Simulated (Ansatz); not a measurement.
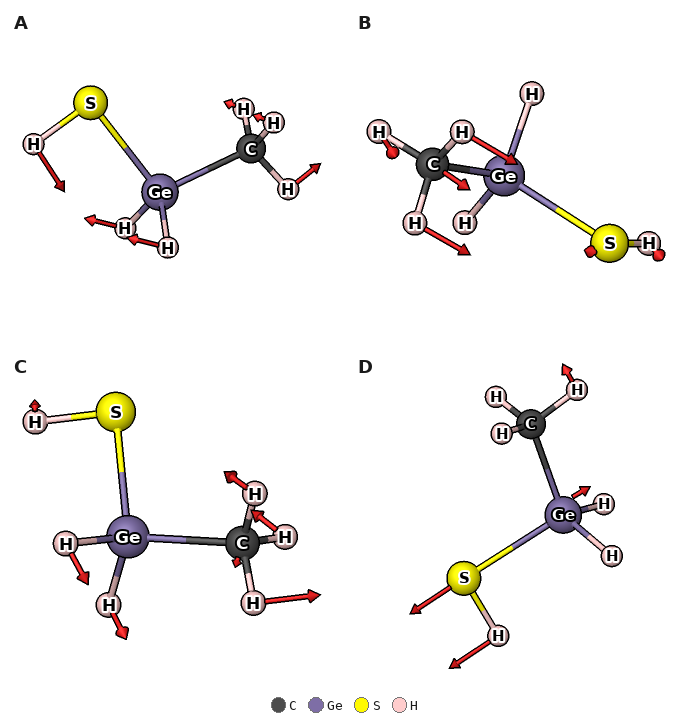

4 normal modes of one molecule or complex, as arrows. Harmonic vibrations computed with RKS PBE0-D4/def2-TZVP (Ansatz 0.2.0) at a stationary point of the same level.

Match the panels to the wavenumbers 153 cm⁻¹, 402 cm⁻¹, 647 cm⁻¹, 848 cm⁻¹.

Answer. A: 647 cm⁻¹, angle bending
B: 153 cm⁻¹
C: 848 cm⁻¹, Ge–C–H bending
D: 402 cm⁻¹, Ge–S stretching
